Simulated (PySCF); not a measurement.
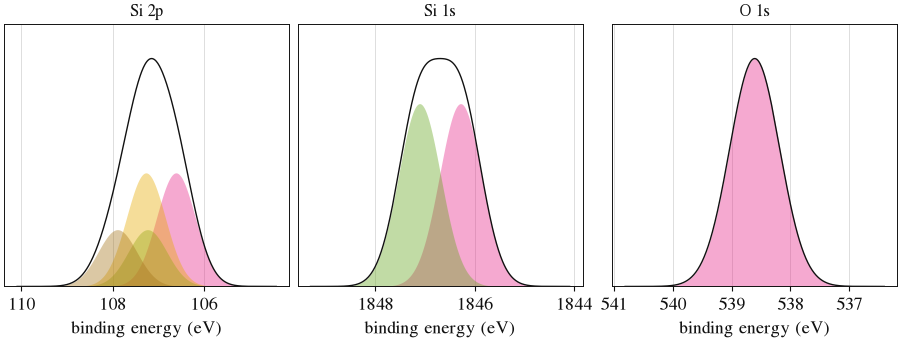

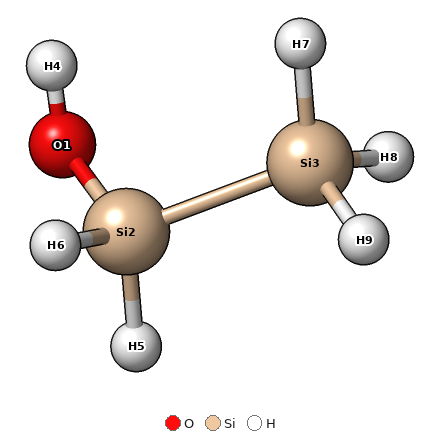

Simulated XPS of Si₂H₆O (disilanol), SMILES O[SiH2][SiH3]. Vertical core-electron binding energies by ΔSCF (SCAN, pcX-2 on the ionised atom, pcseg-1 elsewhere, spin-free X2C; PySCF 2.14.0, at a PBE0-D3(BJ)/def2-SVP geometry (no frequency check)), gas phase, against the vacuum level. One atom of each kind was ionised; within a panel, areas follow the number of like atoms and 2j + 1 (2p levels are split by first-order spin-orbit coupling, an approximation), each panel is scaled alone, Gaussians of 1.0 eV full width. Only the regions named are shown. Lines closer than the width merge in the curve. The order of lines from different atoms under 0.3 eV apart is within the error of the method.

**Which atoms give which peak?**

```tsv
level	atoms	binding energy (eV)
Si 2p1/2	Si2	107.9
Si 2p3/2	Si2	107.3
Si 2p1/2	Si3	107.2
Si 2p3/2	Si3	106.6
Si 1s	Si2	1847.1
Si 1s	Si3	1846.3
O 1s	O1	538.6
```

**How large is the chemical shift across the Si 2p region?**

0.7 eV, from Si3 at 106.6 eV to Si2 at 107.3 eV.
